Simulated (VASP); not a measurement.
# Gd (Gadolinium) with LDA + U: from relaxation to properties, part 2 of 12

What structure does Gd (Gadolinium) take at this level, and what are its properties? The start is a cell from a database of measured crystal structures.

VASP 6.6.1, plane waves and PAW; the level of theory is named at each step.

Still holding for the runs below: The k-mesh is coarse for a metal.

So far, moment of the cell, from the last line of the log (μB): step 2 (magnetic order: ferromagnetic) 15.5.

## Step 3: Magnetic order: antiferromagnetic within the cell

This step: LDA, DFT+U (Gd f 5 eV), spin-polarised from an antiferromagnetic start; plane waves and PAW (Gd) (VASP 6.6.1).

Next, a pattern with opposite moments.

INCAR

```
SYSTEM = Gd
PREC = Accurate
ENCUT = 450
EDIFF = 1E-06
NELM = 150
ISMEAR = 1
SIGMA = 0.2
LREAL = .FALSE.
ALGO = Normal
GGA = CA
NBANDS = 25
ISPIN = 2
MAGMOM = 7 -7
LDAU = .TRUE.
LDAUTYPE = 2
LDAUL = 3
LDAUU = 5
LDAUJ = 0
LDAUPRINT = 1
LASPH = .TRUE.
LMAXMIX = 6
AMIX = 0.2
BMIX = 1E-04
AMIX_MAG = 0.8
BMIX_MAG = 1E-04
LORBIT = 11
LWAVE = .FALSE.
LCHARG = .FALSE.
KPAR = 4
ISIF = 2
```

POSCAR

```
Gd
1.0
    3.6360000000      0.0000000000      0.0000000000
   -1.8180000000      3.1488683682      0.0000000000
    0.0000000000      0.0000000000      5.7826000000
Gd
2
Direct
    0.3333333333      0.6666666667      0.2500000000
    0.6666666667      0.3333333333      0.7500000000
```

KPOINTS

```
Automatic mesh
0
Gamma
7 7 4
0 0 0
```

Potentials, in the order of the species: Gd (PBE family, release 64).

Run with:

```console
$ mpirun -np 4 vasp_std
```

The program printed:

```text
[banner, memory and clock lines left out]
running    4 mpi-ranks, on    1 nodes
 distrk:  each k-point on    1 cores,    4 groups
 distr:  one band on    1 cores,    1 groups

 POSCAR found type information on POSCAR Gd
 POSCAR found :  1 types and       2 ions
 [... a notice as in an earlier step ...]

 LDA part: xc-table for (Slater(with rela. corr.)+CA(PZ))
 , standard interpolation
 POSCAR, INCAR and KPOINTS ok, starting setup
 FFT: planning ... GRIDC
 FFT: planning ... GRID_SOFT
 FFT: planning ... GRID
 WAVECAR not read
 entering main loop
       N       E                     dE             d eps       ncg     rms          rms(c)
DAV:   1     0.258771288374E+03    0.25877E+03   -0.11177E+04  3152   0.605E+03
DAV:   2     0.446161640611E+02   -0.21416E+03   -0.20600E+03  3378   0.479E+02
DAV:   3    -0.402166509883E+01   -0.48638E+02   -0.47631E+02  4234   0.246E+02
DAV:   4    -0.114654836786E+02   -0.74438E+01   -0.73569E+01  4735   0.855E+01
DAV:   5    -0.129091916664E+02   -0.14437E+01   -0.14415E+01  4601   0.327E+01    0.516E+01
DAV:   6    -0.216982432747E+02   -0.87891E+01   -0.11103E+01  3996   0.105E+02    0.380E+01
DAV:   7    -0.224737080030E+02   -0.77546E+00   -0.34123E+00  4576   0.237E+01    0.420E+01
DAV:   8    -0.225321244722E+02   -0.58416E-01   -0.57314E-01  3942   0.469E+00    0.514E+01
DAV:   9    -0.225751437260E+02   -0.43019E-01   -0.27626E-01  4544   0.638E+00    0.374E+01
DAV:  10    -0.225878439317E+02   -0.12700E-01   -0.77942E-02  4296   0.193E+00    0.782E+00
DAV:  11    -0.225865052690E+02    0.13387E-02   -0.21002E-02  4392   0.176E+00    0.738E+00
DAV:  12    -0.225864062454E+02    0.99024E-04   -0.41771E-03  4198   0.524E-01    0.737E+00
DAV:  13    -0.225848880543E+02    0.15182E-02   -0.22681E-03  4519   0.751E-01    0.487E+00
DAV:  14    -0.225849499640E+02   -0.61910E-04   -0.48643E-03  4624   0.109E+00    0.775E-01
DAV:  15    -0.225849350727E+02    0.14891E-04   -0.70393E-04  3746   0.298E-01    0.559E-01
DAV:  16    -0.225849456283E+02   -0.10556E-04   -0.16370E-04  4496   0.161E-01    0.209E-01
DAV:  17    -0.225849225268E+02    0.23102E-04   -0.73260E-05  4202   0.100E-01    0.790E-02
DAV:  18    -0.225849239759E+02   -0.14491E-05   -0.19954E-05  4160   0.474E-02    0.130E-01
DAV:  19    -0.225849247481E+02   -0.77222E-06   -0.70801E-06  3263   0.228E-02
   1 F= -.22584925E+02 E0= -.22586389E+02  d E =0.439397E-02  mag=    -0.0000
```

It took 22 s on 4 MPI ranks of Intel Xeon 6975P-C (Granite Rapids), shared host; peak memory 0.75 GiB; 83 s of CPU time.

OUTCAR, selected parts (step 3):

```text
 Found     24 irreducible k-points:

   k-points           NKPTS =     24   k-points in BZ     NKDIM =     24   number of bands    NBANDS=     25

   NELECT =      36.0000    total number of electrons

atom =   1  type =  1  l = 3

 onsite density matrix

spin component  1

  0.9897 -0.0000  0.0000 -0.0000 -0.0000 -0.0000  0.0000
 -0.0000  0.9894 -0.0000 -0.0000  0.0000  0.0000  0.0000
  0.0000 -0.0000  0.9892 -0.0000 -0.0000 -0.0000  0.0000
 -0.0000 -0.0000 -0.0000  0.9892 -0.0000  0.0000  0.0000
 -0.0000  0.0000 -0.0000 -0.0000  0.9892  0.0000  0.0000
 -0.0000  0.0000 -0.0000  0.0000  0.0000  0.9894  0.0000
  0.0000  0.0000  0.0000  0.0000  0.0000  0.0000  0.9891

spin component  2

  0.0014  0.0000  0.0000 -0.0000  0.0000 -0.0000 -0.0000
  0.0000  0.0027 -0.0000  0.0000  0.0000 -0.0000 -0.0000
  0.0000 -0.0000  0.0010 -0.0000  0.0000 -0.0000 -0.0000
 -0.0000  0.0000 -0.0000  0.0051  0.0000  0.0000 -0.0000
  0.0000  0.0000  0.0000  0.0000  0.0010  0.0000  0.0000
 -0.0000 -0.0000 -0.0000  0.0000  0.0000  0.0027  0.0000
 -0.0000 -0.0000 -0.0000 -0.0000  0.0000  0.0000  0.0006

 occupancies and eigenvectors

  o =  0.0006  v =  0.0000  0.0000  0.0000  0.0000  0.0000  0.0000  0.0000 -0.0000 -0.0000 -0.0000  0.0000  0.0000  0.0000 -1.0000      0.0000  0.0000  0.0000  0.0000  0.0000  0.0000  0.0000  0.0000  0.0000  0.0000  0.0000  0.0000  0.0000  0.0000
  o =  0.0010  v =  0.0000  0.0000  0.0000  0.0000  0.0000  0.0000  0.0000 -0.0000 -0.0000  0.0000 -0.0000 -1.0000 -0.0000 -0.0000      0.0000  0.0000  0.0000  0.0000  0.0000  0.0000  0.0000  0.0000  0.0000  0.0000  0.0000  0.0000  0.0000  0.0000
  o =  0.0010  v =  0.0000  0.0000  0.0000  0.0000  0.0000  0.0000  0.0000  0.0000 -0.0000 -1.0000 -0.0000 -0.0000 -0.0000 -0.0000      0.0000  0.0000  0.0000  0.0000  0.0000  0.0000  0.0000  0.0000  0.0000  0.0000  0.0000  0.0000  0.0000  0.0000
  o =  0.0014  v =  0.0000  0.0000  0.0000  0.0000  0.0000  0.0000  0.0000  1.0000 -0.0000  0.0000  0.0000  0.0000  0.0000 -0.0000      0.0000  0.0000  0.0000  0.0000  0.0000  0.0000  0.0000  0.0000  0.0000  0.0000  0.0000  0.0000  0.0000  0.0000
  o =  0.0027  v =  0.0000  0.0000  0.0000  0.0000  0.0000  0.0000  0.0000  0.0000 -0.0079  0.0000  0.0000 -0.0000 -1.0000 -0.0000      0.0000  0.0000  0.0000  0.0000  0.0000  0.0000  0.0000  0.0000  0.0000  0.0000  0.0000  0.0000  0.0000  0.0000
  o =  0.0027  v =  0.0000  0.0000  0.0000  0.0000  0.0000  0.0000  0.0000 -0.0000 -1.0000  0.0000 -0.0000  0.0000  0.0079  0.0000      0.0000  0.0000  0.0000  0.0000  0.0000  0.0000  0.0000  0.0000  0.0000  0.0000  0.0000  0.0000  0.0000  0.0000
  o =  0.0051  v =  0.0000  0.0000  0.0000  0.0000  0.0000  0.0000  0.0000  0.0000 -0.0000  0.0000 -1.0000 -0.0000 -0.0000 -0.0000      0.0000  0.0000  0.0000  0.0000  0.0000  0.0000  0.0000  0.0000  0.0000  0.0000  0.0000  0.0000  0.0000  0.0000
  o =  0.9891  v =  0.0000 -0.0000  0.0000  0.0000  0.0000 -0.0000 -1.0000  0.0000  0.0000  0.0000  0.0000  0.0000  0.0000  0.0000      0.0000  0.0000  0.0000  0.0000  0.0000  0.0000  0.0000  0.0000  0.0000  0.0000  0.0000  0.0000  0.0000  0.0000
  o =  0.9892  v = -0.0000  0.0000  0.0000  0.0000  1.0000 -0.0000  0.0000  0.0000  0.0000  0.0000  0.0000  0.0000  0.0000  0.0000      0.0000  0.0000  0.0000  0.0000  0.0000  0.0000  0.0000  0.0000  0.0000  0.0000  0.0000  0.0000  0.0000  0.0000
  o =  0.9892  v = -0.0000 -0.0000  1.0000  0.0000 -0.0000  0.0000  0.0000  0.0000  0.0000  0.0000  0.0000  0.0000  0.0000  0.0000      0.0000  0.0000  0.0000  0.0000  0.0000  0.0000  0.0000  0.0000  0.0000  0.0000  0.0000  0.0000  0.0000  0.0000
  o =  0.9892  v = -0.0000 -0.0000  0.0000 -1.0000  0.0000  0.0000 -0.0000  0.0000  0.0000  0.0000  0.0000  0.0000  0.0000  0.0000      0.0000  0.0000  0.0000  0.0000  0.0000  0.0000  0.0000  0.0000  0.0000  0.0000  0.0000  0.0000  0.0000  0.0000
  o =  0.9894  v = -0.0000 -0.9730 -0.0000 -0.0000  0.0000 -0.2306  0.0000  0.0000  0.0000  0.0000  0.0000  0.0000  0.0000  0.0000      0.0000  0.0000  0.0000  0.0000  0.0000  0.0000  0.0000  0.0000  0.0000  0.0000  0.0000  0.0000  0.0000  0.0000
  o =  0.9894  v =  0.0000 -0.2306 -0.0000  0.0000  0.0000  0.9730 -0.0000  0.0000  0.0000  0.0000  0.0000  0.0000  0.0000  0.0000      0.0000  0.0000  0.0000  0.0000  0.0000  0.0000  0.0000  0.0000  0.0000  0.0000  0.0000  0.0000  0.0000  0.0000
  o =  0.9897  v =  1.0000 -0.0000  0.0000 -0.0000 -0.0000 -0.0000  0.0000  0.0000  0.0000  0.0000  0.0000  0.0000  0.0000  0.0000      0.0000  0.0000  0.0000  0.0000  0.0000  0.0000  0.0000  0.0000  0.0000  0.0000  0.0000  0.0000  0.0000  0.0000

atom =   2  type =  1  l = 3

 onsite density matrix

spin component  1

  0.0014  0.0000  0.0000  0.0000 -0.0000  0.0000  0.0000
  0.0000  0.0027 -0.0000  0.0000  0.0000 -0.0000  0.0000
  0.0000 -0.0000  0.0010 -0.0000  0.0000  0.0000  0.0000
  0.0000  0.0000 -0.0000  0.0051 -0.0000  0.0000  0.0000
 -0.0000  0.0000  0.0000 -0.0000  0.0010  0.0000  0.0000
  0.0000 -0.0000  0.0000  0.0000  0.0000  0.0027  0.0000
  0.0000  0.0000  0.0000  0.0000  0.0000  0.0000  0.0006

spin component  2

  0.9897  0.0000  0.0000  0.0000 -0.0000 -0.0000 -0.0000
  0.0000  0.9894  0.0000 -0.0000  0.0000  0.0000 -0.0000
  0.0000  0.0000  0.9892 -0.0000 -0.0000  0.0000  0.0000
  0.0000 -0.0000 -0.0000  0.9892  0.0000  0.0000 -0.0000
[...]
o =  0.0010  v =  0.0000 -0.0000 -1.0000 -0.0000 -0.0000  0.0000 -0.0000  0.0000  0.0000  0.0000  0.0000  0.0000  0.0000  0.0000      0.0000  0.0000  0.0000  0.0000  0.0000  0.0000  0.0000  0.0000  0.0000  0.0000  0.0000  0.0000  0.0000  0.0000
  o =  0.0014  v =  1.0000 -0.0000  0.0000 -0.0000 -0.0000 -0.0000  0.0000  0.0000  0.0000  0.0000  0.0000  0.0000  0.0000  0.0000      0.0000  0.0000  0.0000  0.0000  0.0000  0.0000  0.0000  0.0000  0.0000  0.0000  0.0000  0.0000  0.0000  0.0000
  o =  0.0027  v =  0.0000  0.9997  0.0000 -0.0000  0.0000  0.0246  0.0000  0.0000  0.0000  0.0000  0.0000  0.0000  0.0000  0.0000      0.0000  0.0000  0.0000  0.0000  0.0000  0.0000  0.0000  0.0000  0.0000  0.0000  0.0000  0.0000  0.0000  0.0000
  o =  0.0027  v = -0.0000  0.0246 -0.0000  0.0000  0.0000 -0.9997 -0.0000  0.0000  0.0000  0.0000  0.0000  0.0000  0.0000  0.0000      0.0000  0.0000  0.0000  0.0000  0.0000  0.0000  0.0000  0.0000  0.0000  0.0000  0.0000  0.0000  0.0000  0.0000
  o =  0.0051  v =  0.0000  0.0000 -0.0000  1.0000 -0.0000  0.0000 -0.0000  0.0000  0.0000  0.0000  0.0000  0.0000  0.0000  0.0000      0.0000  0.0000  0.0000  0.0000  0.0000  0.0000  0.0000  0.0000  0.0000  0.0000  0.0000  0.0000  0.0000  0.0000
  o =  0.9891  v =  0.0000  0.0000  0.0000  0.0000  0.0000  0.0000  0.0000  0.0000  0.0000  0.0000 -0.0000 -0.0000 -0.0000  1.0000      0.0000  0.0000  0.0000  0.0000  0.0000  0.0000  0.0000  0.0000  0.0000  0.0000  0.0000  0.0000  0.0000  0.0000
  o =  0.9892  v =  0.0000  0.0000  0.0000  0.0000  0.0000  0.0000  0.0000  0.0000 -0.0000 -0.0000 -0.0000 -1.0000 -0.0000 -0.0000      0.0000  0.0000  0.0000  0.0000  0.0000  0.0000  0.0000  0.0000  0.0000  0.0000  0.0000  0.0000  0.0000  0.0000
  o =  0.9892  v =  0.0000  0.0000  0.0000  0.0000  0.0000  0.0000  0.0000 -0.0000 -0.0000  1.0000  0.0000 -0.0000 -0.0000 -0.0000      0.0000  0.0000  0.0000  0.0000  0.0000  0.0000  0.0000  0.0000  0.0000  0.0000  0.0000  0.0000  0.0000  0.0000
  o =  0.9892  v =  0.0000  0.0000  0.0000  0.0000  0.0000  0.0000  0.0000  0.0000  0.0000  0.0000 -1.0000  0.0000  0.0000 -0.0000      0.0000  0.0000  0.0000  0.0000  0.0000  0.0000  0.0000  0.0000  0.0000  0.0000  0.0000  0.0000  0.0000  0.0000
  o =  0.9894  v =  0.0000  0.0000  0.0000  0.0000  0.0000  0.0000  0.0000  0.0000 -0.0251 -0.0000  0.0000 -0.0000  0.9997  0.0000      0.0000  0.0000  0.0000  0.0000  0.0000  0.0000  0.0000  0.0000  0.0000  0.0000  0.0000  0.0000  0.0000  0.0000
  o =  0.9894  v =  0.0000  0.0000  0.0000  0.0000  0.0000  0.0000  0.0000  0.0000 -0.9997 -0.0000 -0.0000  0.0000 -0.0251  0.0000      0.0000  0.0000  0.0000  0.0000  0.0000  0.0000  0.0000  0.0000  0.0000  0.0000  0.0000  0.0000  0.0000  0.0000
  o =  0.9897  v =  0.0000  0.0000  0.0000  0.0000  0.0000  0.0000  0.0000  1.0000  0.0000  0.0000  0.0000 -0.0000 -0.0000 -0.0000      0.0000  0.0000  0.0000  0.0000  0.0000  0.0000  0.0000  0.0000  0.0000  0.0000  0.0000  0.0000  0.0000  0.0000

 E-fermi :   2.7168

 spin component 1
 k-point     1 :       0.0000    0.0000    0.0000
  band No.  band energies     occupation
    ...
     13      -4.7089      1.00000
     14      -4.7089      1.00000
     15      -4.6730      1.00000
     16      -1.9528      1.00000
     17       0.6601      1.00000
     18       4.1114     -0.00000
     19       4.1114     -0.00000
     20       4.1823     -0.00000
     21       4.5213     -0.00000
     22       4.8941     -0.00000
    ...

 k-point     2 :       0.1429   -0.0000    0.0000
  band No.  band energies     occupation
    ...
     13      -4.7178      1.00000
     14      -4.7112      1.00000
     15      -4.6877      1.00000
     16      -1.4726      1.00000
     17       1.1120      1.00000
     18       3.4597     -0.00000
     19       3.5591     -0.00000
     20       4.4065     -0.00000
     21       4.5146     -0.00000
     22       4.7121     -0.00000
    ...

 k-point     3 :       0.2857    0.0000    0.0000
  band No.  band energies     occupation
    ...
     14      -4.7154      1.00000
     15      -4.7036      1.00000
     16      -0.2879      1.00000
     17       1.7163      1.00000
     18       2.4833      1.03492
     19       2.9611     -0.03546
     20       4.0891     -0.00000
     21       4.4241     -0.00000
     22       4.4634     -0.00000
     23       5.0328     -0.00000
    ...

 k-point     4 :       0.4286   -0.0000    0.0000
  band No.  band energies     occupation
    ...
     14      -4.7060      1.00000
     15      -4.7047      1.00000
     16       0.7544      1.00000
     17       1.4770      1.00000
     18       1.8145      1.00000
     19       3.0538     -0.01920
     20       4.1534     -0.00000
     21       4.2243     -0.00000
     22       4.7104     -0.00000
     23       5.0124     -0.00000
    ...

  Total       -1.8531748     -1.8531748     -1.4870588      0.0000000      0.0000000      0.0000000
  in kB      -44.8461778    -44.8461778    -35.9863002      0.0000000      0.0000000      0.0000000
  external PRESSURE =     -41.8928853 kB  Pullay stress =       0.0000000 kB

 POSITION                                       TOTAL-FORCE (eV/Angst)
 -----------------------------------------------------------------------------------
     -0.00000      2.09925      1.44565        -0.000000     -0.000000      0.000000
      1.81800      1.04962      4.33695         0.000000      0.000000      0.000000
 -----------------------------------------------------------------------------------
    total drift:                                0.000000     -0.000000      0.000000

  FREE ENERGIE OF THE ION-ELECTRON SYSTEM (eV)
  ---------------------------------------------------
  free  energy   TOTEN  =       -22.5849247481 eV

  energy  without entropy=      -22.5893187222  energy(sigma->0) =      -22.58638941

 total charge
# of ion       s       p       d       f       tot
--------------------------------------------------
    1        2.074   5.528   0.617   6.934  15.154
    2        2.074   5.528   0.617   6.934  15.154
--------------------------------------------------
tot          4.148  11.057   1.235  13.868  30.308

 magnetization (x)
# of ion       s       p       d       f       tot
--------------------------------------------------
    1        0.010  -0.053   0.186   6.906   7.049
    2       -0.010   0.053  -0.186  -6.906  -7.049
--------------------------------------------------
tot          0.000   0.000   0.000   0.000   0.000

[... 8 parts as in an earlier step ...]

[... 7 further parts left out ...]
```

At this level the cell is under a tension of 4.2 GPa, so at these settings it is away from equilibrium.

This step gave:

```
SCF cycles              : 19
bands                   : 25
free energy (TOTEN)     : -22.58 eV
energy at zero smearing : -22.59 eV
Fermi energy            : 2.717 eV
pressure                : -4.189 GPa
```

Spin moment in the PAW sphere by atom:

```tsv
atom	spin moment in the PAW sphere (μB)
Gd1	7.05
Gd2	-7.05
```

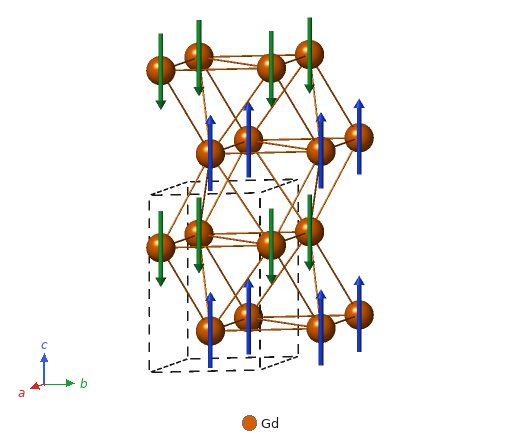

Spin moment in the PAW sphere as arrows, the longest 7.05 μB. Up and down stand for the sign. Arrows give size and sign along the axis of quantisation, drawn up and down the page. The two directions have two colours. 2×2×2 cells are drawn.

The energy lies +27.6 meV an atom from the first pattern. The run ends antiferromagnetic with a largest moment of 7.05 μB, and the mesh shows no gap.

(Continued in part 3 of 12.)

[Lines on the potential files, build, host, timing and source positions are cut from VASP's logs without a mark.]

[Logs are printed without paths, hosts, clocks, repeated set-up lines and the standing remarks that a program may print on its own settings, such as how far it seeks lower states.]

[Hosts, paths, dates, database ids (printed as entryN), source tags and the programs' standing remarks are cut or masked in the printed files.]

[A measured line is paired with the nearest computed mode of its activity, which favours agreement.]

[In band tables of VASP the shares of atoms and orbitals are scaled to a sum of 1 inside the atoms' spheres.]
